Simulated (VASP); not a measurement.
Band structure of Ca2Ge (space group Fm-3m). Level of theory: PBEsol GGA, VASP's PBE PAW potentials (set 64) (plane waves; VASP).

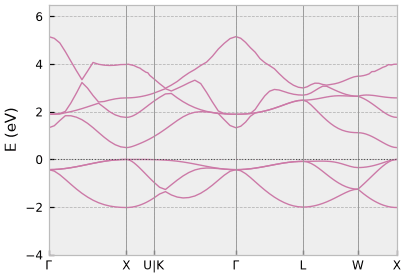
Fig. 1. Bands along high-symmetry lines, zero at the valence-band maximum or, without a gap, the Fermi level

**Question.** Read the plot: is there a gap, and where are the band edges?

**Answer.** The gap is direct, 0.50 eV, from the valence maximum at X to the conduction minimum at X. (Edges off the drawn lines would not show.)

The structure comes from a computed database's Ca2Ge entry (Fm-3m); how it stands against other phases isn't given here. It was relaxed first.
